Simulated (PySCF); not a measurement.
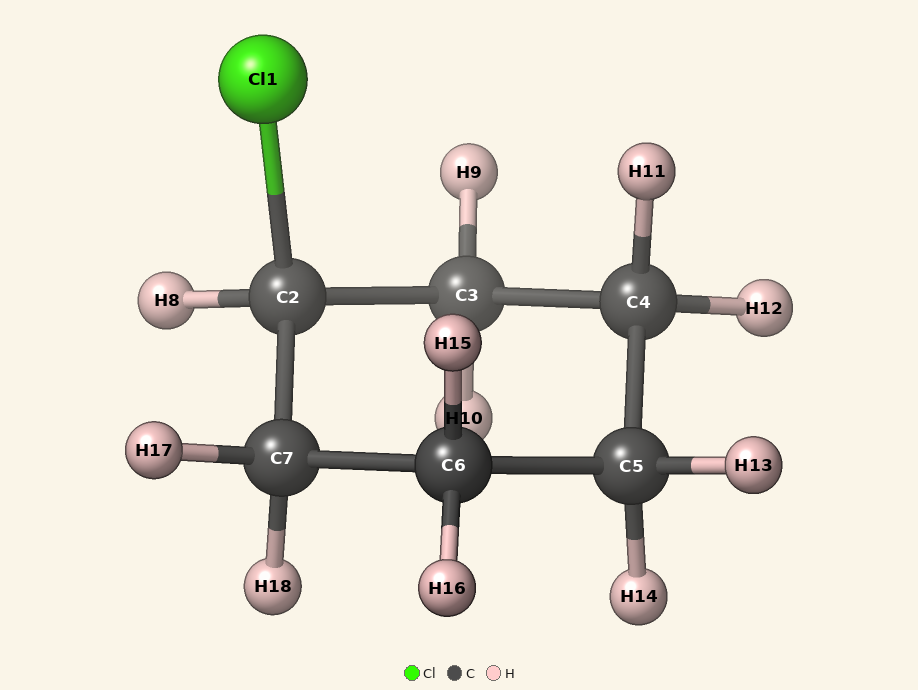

Atoms fade into the background with distance from the viewer. The computed structure is the end point of a PBE0-D3(BJ)/def2-SVP optimisation. No frequency run is at hand to confirm it as a minimum.

**How is the 6-membered ring C2–C3–C4–C5–C6–C7 puckered?**

It is a chair (Cremer–Pople θ = 2°, folded into 0 to 90°). The Cremer–Pople amplitude Q is 0.55 Å.

**Give the torsion angles round the ring, beginning with the bond from its second to its third atom.**

54°, −55°, 55°, −54°, 53°, −53°.

**Are the substituents other than hydrogen axial or equatorial?**

Cl1 on C2 is axial.
